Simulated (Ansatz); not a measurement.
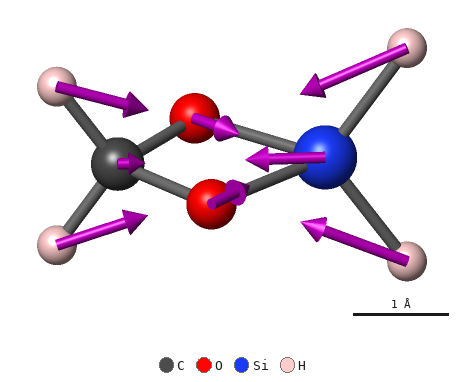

This is a relaxation of CH4O2Si. The starting structure is drawn; purple arrows show the displacements, magnified 30 times. The two geometries are superimposed by the best rigid fit.

Style: ball-and-stick. Shown at a tilt.

The start comes from PBE-D4/def2-SVP.

Level of theory: RKS PBE0-D4/def2-TZVP in Ansatz.

Input
```yaml
crystal:
  periodic: [false, false, false]
  atoms:
    - {symbol: C, position_ang: [-0.169016, 1.029508, -0.337480]}
    - {symbol: O, position_ang: [-0.772351, 0.312681, 0.754390]}
    - {symbol: Si, position_ang: [0.189625, -1.029684, 0.318937]}
    - {symbol: O, position_ang: [0.729565, 0.050419, -0.888854]}
    - {symbol: H, position_ang: [-0.935087, 1.339640, -1.087177]}
    - {symbol: H, position_ang: [0.387239, 1.925128, 0.027988]}
    - {symbol: H, position_ang: [1.220427, -1.448266, 1.328219]}
    - {symbol: H, position_ang: [-0.558203, -2.236526, -0.171725]}
basis:
  gaussian: {orbitals: def2-TZVP}
hamiltonian: {xc: pbe0, dispersion: d4}
relax: {f_tol: 0.005, max_steps: 150}
```

Command:
```bash
ansatz run in.yaml --threads 2 --pin off --events-out ev --progress --plain --max-ram 4352MiB
```

Atoms of which element are displaced furthest, and by how much?

Hydrogen: up to 0.041 Å, against 0.028 Å for silicon.

What did the optimiser do to the structure, and how much energy did it gain?

Over 4 geometry steps the energy falls by 1.78 kcal/mol. The largest force component goes from 1.2 to 0.0037 eV/Å. The largest moves after the best rigid fit, 0.041 Å, are those of H7 and H8. By element the largest moves are H 0.041 Å, Si 0.028 Å, O 0.021 Å, C 0.010 Å. Some distances before and after: O2–Si3 1.708 → 1.665 Å, C1–H5 1.116 → 1.095 Å, Si3–H7 1.502 → 1.483 Å, C1–O2 1.439 → 1.430 Å. Cost: 14 s on 2 threads of Arm Neoverse V2 (shared host).
